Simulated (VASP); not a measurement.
Band structure of CdS (wurtzite). Calculation: PBEsol GGA, VASP's PBE PAW potentials (set 64) (plane waves; VASP).

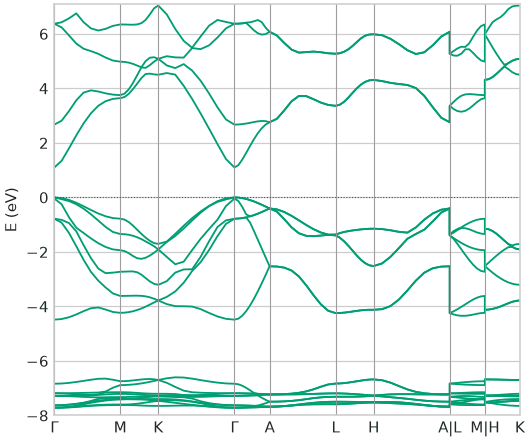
Figure: Bands along high-symmetry lines, zero at the valence-band maximum or, without a gap, the Fermi level

Question: Read the plot: is there a gap, and where are the band edges?

Answer: The gap is direct, 1.10 eV, from the valence maximum at Γ to the conduction minimum at Γ. (Edges off the drawn lines would not show.)

Measured: gap 2.64 eV at 0 K (computed value off by -1.54 eV), as given by X. Ren et al., All-electron periodic G0W0 implementation with numerical atomic orbital basis functions: algorithm and benchmarks (2021), arXiv:2011.01400 [zero-point renormalisation of 0.068 eV removed from the gap extrapolated to 0 K (as printed)].

The compound is CdS in the wurtzite structure. It was relaxed first.
